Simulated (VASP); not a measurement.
Band structure of Pd$_{3}$Pt (ordered alloy cell). Computed with PBEsol GGA, VASP's PBE PAW potentials (set 64) (plane waves; VASP).

Unless said otherwise, spin-orbit coupling is left out, though it shifts the bands of the heavy elements here.

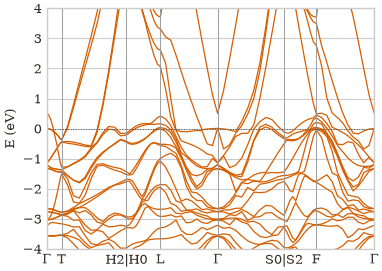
Fig. 1. Bands along high-symmetry lines, zero at the valence-band maximum or, without a gap, the Fermi level

Task: Read the plot: is there a gap, and where are the band edges?

Result: It has no gap at this level: it comes out as a metal or semimetal. (Edges off the drawn lines would not show.)

The structure was generated: Pd3Pt was put into an ordered model structure (R-3m), which need not be its known phase. It was relaxed first. VASP warned that the highest band is occupied, so more bands are needed.
